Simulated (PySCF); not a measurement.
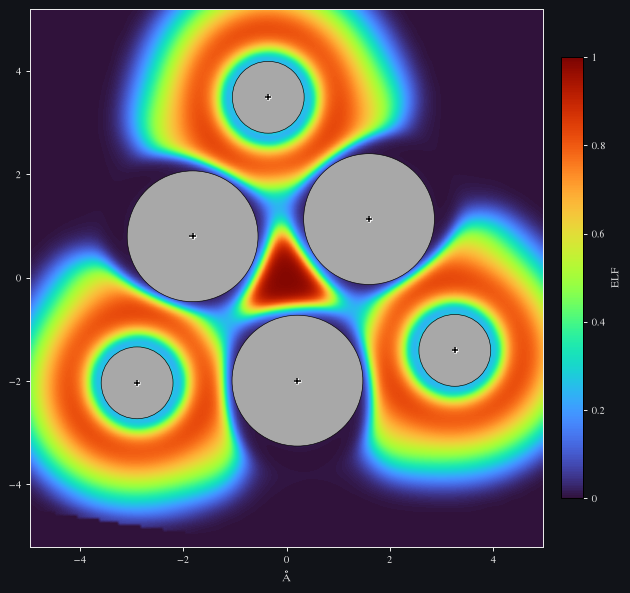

The electron localisation function on a plane through atoms (crosses mark nuclei in the plane; grey discs cover the cores).

Computed with DFT single point, gas phase, functional wB97X (PySCF 2.14.0, density-fitted response routines).

Candidates:
A. I3Na3 (charge −1, doublet)
B. C3H9Ga
C. F6Ta (charge −1)

**Which candidate gave the map?**

Candidate A: I3Na3 on the molecular plane, which holds Na and I. Na–I (3.03 Å): the ELF peaks at about 0.80 in the valence shell of I, 1.3 Å from its nucleus, and falls to about 0 next to Na; a closed-shell, largely ionic contact. Na–I (3.10 Å): the ELF peaks at about 0.80 in the valence shell of I, 1.3 Å from its nucleus, and falls to about 0 next to Na; a largely ionic contact.
